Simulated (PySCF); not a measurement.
Molecule: Si(F)(Me)(Et)(Vi), SMILES C=C[Si](C)(F)CC (C5H11FSi). Atoms near the plane z = 0.0 Å, at the GFN2-xTB optimised geometry (x, y, z in Å): Si3 (0.4, -1.6, 0.0), F5 (2.1, -1.6, 0.0), C6 (-0.1, 0.3, 0.0), C7 (-1.6, 0.5, 0.0), H14 (0.3, 0.8, 0.9), H15 (0.3, 0.8, -0.9), H16 (-2.1, 0.0, -0.9), H17 (-1.8, 1.6, 0.0), H18 (-2.1, 0.1, 0.9).

Method: PBE0/def2-SVP run with PySCF. Cells within 0.4 Å of a nucleus heavier than hydrogen are left out (blank, or x). The values are rescaled to run from 0 to 1.

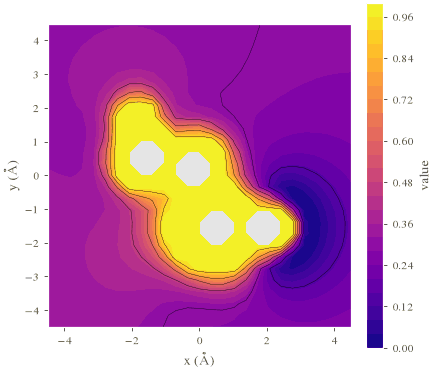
Fig. 1. a field on the plane z = 0.0 Å.

Task: Which quantity is mapped?
A. electrostatic potential
B. electron localisation function
C. deformation density (molecule minus spherical neutral atoms)
D. log10 of the electron density

Result: A, electrostatic potential. In full: electrostatic potential (hartree/e), clipped to [-0.08, 0.12].
